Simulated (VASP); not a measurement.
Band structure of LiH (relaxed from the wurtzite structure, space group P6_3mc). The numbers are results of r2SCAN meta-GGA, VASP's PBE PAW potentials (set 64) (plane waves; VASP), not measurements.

The path is coarsely sampled, so an indirect gap can come out somewhat too large.

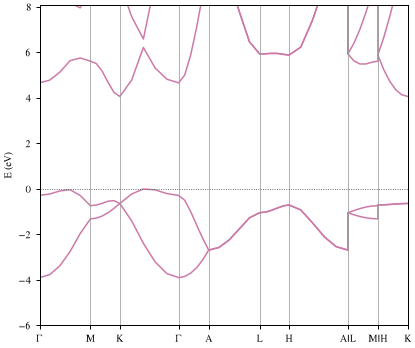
*Bands along high-symmetry lines, zero at the valence-band maximum or, without a gap, the Fermi level*

### Question
Read the plot: is there a gap, and where are the band edges?

### Answer
The gap is indirect, 4.06 eV, from the valence maximum at K-Γ at 0.40 to the conduction minimum at K.

The structure was generated: LiH was put into the wurtzite type (P6_3mc), which need not be its known phase. It was relaxed first, which changed the volume by +55 %.
